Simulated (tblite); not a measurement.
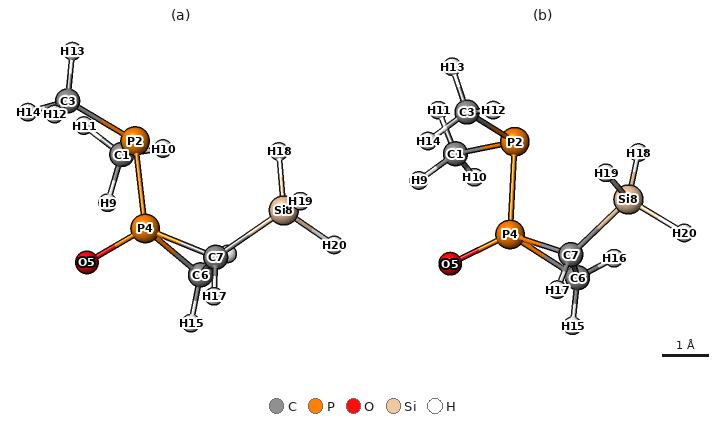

The structure of C$_{4}$H$_{12}$OP$_{2}$Si before (left) and after (right) a relaxation, at one scale.

A ball-and-stick model, seen from a free direction.

These are results of tblite 0.8.0, GFN2-xTB geometry optimisation, gas phase, not measurements. 

Question: Describe what moved and what it gained.

Answer: The atom that moves furthest after the best rigid fit is H12 (1.71 Å). Largest moves by element: H 1.71 Å, C 0.88 Å, O 0.86 Å, P 0.74 Å, Si 0.56 Å. Near-neighbour distances that change, for instance: P2–P4 2.141 → 2.197 Å, C7–Si8 1.841 → 1.879 Å, P4–C7 1.779 → 1.814 Å, C6–C7 1.524 → 1.556 Å. Bond angles that change, for instance: C3–P2–P4 112.5° → 93.0°, C1–P2–P4 105.5° → 93.7°, O5–P4–C6 111.1° → 121.4°. Groups turn about P2–C3 by about 30°. Over 187 geometry steps the energy falls by 1.089 eV. Cost: 1.6 s on 1 thread of Arm Neoverse V2 (shared host).
